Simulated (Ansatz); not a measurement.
## Electronic structure of BCl2HO···AlH3O in real space

The calculation's input:

```
crystal:
  periodic: [false, false, false]
  atoms:
    - { symbol: B, position_ang: [0.0, 0.0, 0.0] }
    - { symbol: O, position_ang: [0.0, 0.0, 1.76] }
    - { symbol: H, position_ang: [-0.9095, -0.2814, 2.0971] }
    - { symbol: Cl, position_ang: [1.6108, 0.0, -0.93] }
    - { symbol: Cl, position_ang: [-1.6108, 0.0, -0.93] }
    - { symbol: O, position_ang: [0.3647, 1.5813, 0.5392] }
    - { symbol: Al, position_ang: [1.6311, 1.9902, 1.7213] }
    - { symbol: H, position_ang: [2.5584, 0.8716, 2.2893] }
    - { symbol: H, position_ang: [1.8137, 3.4671, 2.1893] }
    - { symbol: H, position_ang: [0.2407, 1.0435, 1.5173] }
basis:
  gaussian: { orbitals: def2-SVP }
hamiltonian:
  xc: pbe0
relax:
  f_tol: 0.15
  max_steps: 25
  restrain:
    - { distance: [0, 5], at: 2.61, k: 30.0 }
    - { distance: [9, 1], at: 2.21, k: 30.0 }
    - { distance: [0, 1], at: 1.41, k: 30.0 }
    - { distance: [9, 5], at: 1.01, k: 30.0 }
output:
  orbitals: {}
```

Run with:

```sh
ansatz run input.yaml --threads 4 --pin off --max-ram 5120MiB --backend cpu --events-out ev --progress --plain --runs-dir out
```

The fields are those of the run's last geometry, not of the input's.

Not at a stationary point (largest force 1.2 eV/Å).

Level of theory: RKS PBE0/def2-SVP in Ansatz.

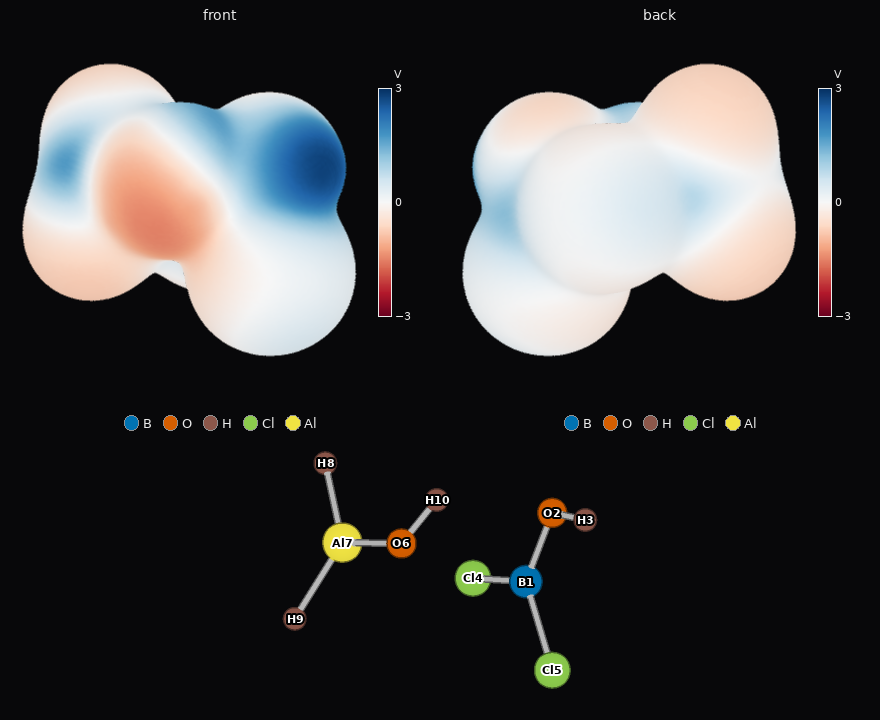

Figure 1. The molecular electrostatic potential painted on the density surface at 0.001 e/bohr³, seen from the front and from behind; the colour scale runs from red (negative) to blue (positive). The bare structure is drawn below in the same view.

Q: Which sites attract a positive test charge, and which a negative one?

A: A positive charge is drawn to the negative regions and a negative charge to the positive ones. The most negative region (about −1.5 V) lies over O6, the most positive (about +2.7 V) over H3. Cl4 shows a σ-hole: about +0.4 V at the tip opposite its bond, against about 0.0 V on its flanks. O6 is the likeliest acceptor of a hydrogen bond.

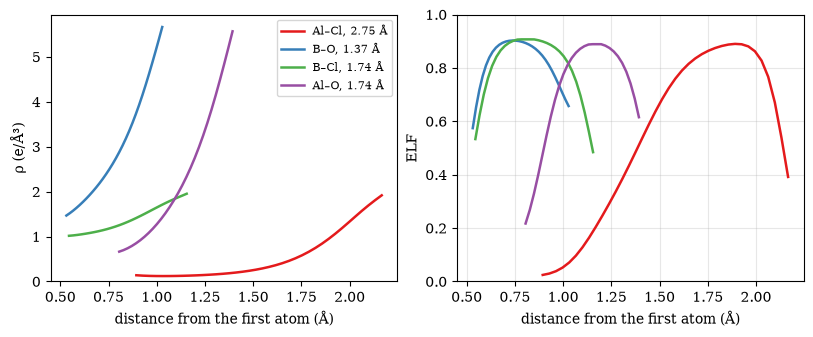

Figure 2. Electron density and ELF along straight lines between neighbouring atoms. The curves leave out the atomic cores.

Q: Compare the contacts.

A: Al7···Cl4 (2.75 Å): the density falls to about 0.12 e/Å³ on the way; the ELF peaks at about 0.90 in the valence shell of Cl, 0.9 Å from its nucleus, and is about 0.50 at the midpoint.
B–O (1.37 Å): the density is about 2.1 e/Å³ at the midpoint; the ELF peaks at about 0.90 between the atoms (a polar covalent bond).
B–Cl (1.74 Å): ρ is about 1.4 e/Å³ halfway; the ELF peaks at about 0.90 between the atoms, as expected for a shared but strongly polarised pair.
Al–O (1.74 Å): ρ at the midpoint is about 0.79 e/Å³; the ELF peaks at about 0.90 in the valence shell of O, 0.6 Å from its nucleus, and is about 0.40 at the midpoint.

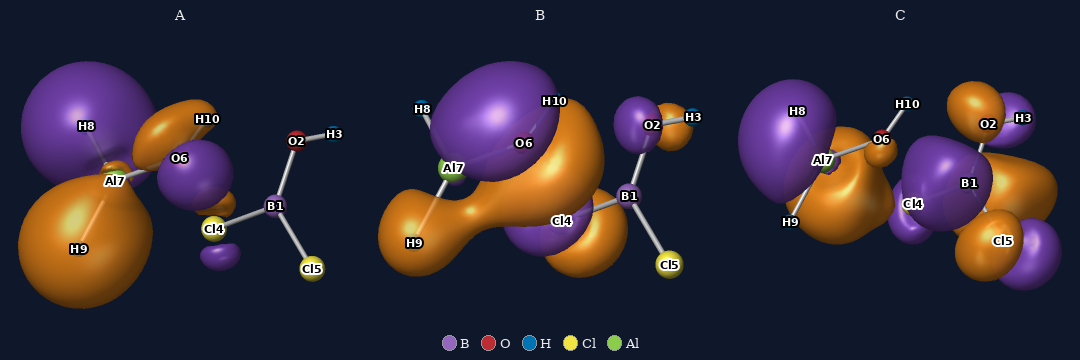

Figure 3. Three frontier orbitals at ±0.08 Å⁻³ᐟ² (orange and purple are the two phases), in no order.

Q: Which picture is the HOMO−1, the HOMO and the LUMO?

A: B is the HOMO−1 (−8.79 eV). It lies mainly on O6 (about 70 %) and Cl4 (about 10 %); largely a lone pair of O6. A is the HOMO (−7.99 eV). By Hirshfeld shares it lies mainly on H8 (about 35 %), Al7 (about 30 %), H9 (about 25 %) and O6 (about 10 %). C is the LUMO (−0.77 eV). Its weight (Hirshfeld) is mainly on B1 (about 35 %), Al7 (about 25 %), Cl5 (about 15 %), Cl4 (about 10 %) and O2 (about 10 %).

Q: What is the HOMO–LUMO gap?

A: 7.22 eV between the orbital energies.
